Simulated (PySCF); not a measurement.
```yaml
atoms:
  - { symbol: C, position_ang: [2.6076, 0.4922, -0.8785] }
  - { symbol: C, position_ang: [1.1147, 0.3964, -0.7258] }
  - { symbol: O, position_ang: [0.3511, 0.8759, -1.5472] }
  - { symbol: C, position_ang: [0.5989, -0.2324, 0.5087] }
  - { symbol: C, position_ang: [-0.3463, -1.4083, 0.2203] }
  - { symbol: C, position_ang: [-1.4644, -1.0371, -0.7480] }
  - { symbol: Cl, position_ang: [-2.7733, -2.2543, -0.6046] }
  - { symbol: Si, position_ang: [-2.1100, 0.7502, -0.3901] }
  - { symbol: Si, position_ang: [-0.5149, 1.1895, 1.2336] }
  - { symbol: H, position_ang: [3.0301, 0.9726, 0.0019] }
  - { symbol: H, position_ang: [2.8665, 1.0592, -1.7688] }
  - { symbol: H, position_ang: [3.0300, -0.5088, -0.9506] }
  - { symbol: H, position_ang: [1.4097, -0.5702, 1.1536] }
  - { symbol: H, position_ang: [0.2248, -2.2566, -0.1723] }
  - { symbol: H, position_ang: [-0.7883, -1.7287, 1.1685] }
  - { symbol: H, position_ang: [-1.1195, -1.1225, -1.7775] }
  - { symbol: H, position_ang: [-3.4625, 0.6186, 0.1798] }
  - { symbol: H, position_ang: [-2.2197, 1.5327, -1.6142] }
  - { symbol: H, position_ang: [0.2871, 2.4172, 1.2467] }
  - { symbol: H, position_ang: [-0.7268, 0.8251, 2.6420] }
```

Geometry: GFN2-xTB.

Method: PySCF 2.14.0, PBE0/pcSseg-1, SCF density, gas phase, non-relativistic.

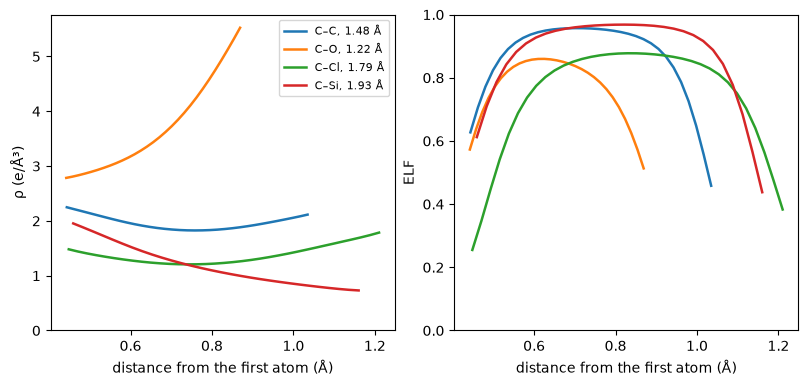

C5H11ClOSi2. Electron density and ELF along straight lines between neighbouring atoms. The curves leave out the atomic cores.

What kind of bonding do the profiles show?

Answer. C–C (1.48 Å): ρ at the midpoint is about 1.8 e/Å³; the ELF peaks at about 0.95 between the atoms; a shared electron pair.
C–O (1.22 Å): ρ at the midpoint is about 3.2 e/Å³; the ELF peaks at about 0.85 between the atoms; a multiple bond.
C–Cl (1.79 Å): ρ is about 1.3 e/Å³ halfway; the ELF peaks at about 0.90 between the atoms (a covalent bond).
C–Si (1.93 Å): ρ is about 0.89 e/Å³ halfway; the ELF peaks at about 0.95 between the atoms; a covalent bond.
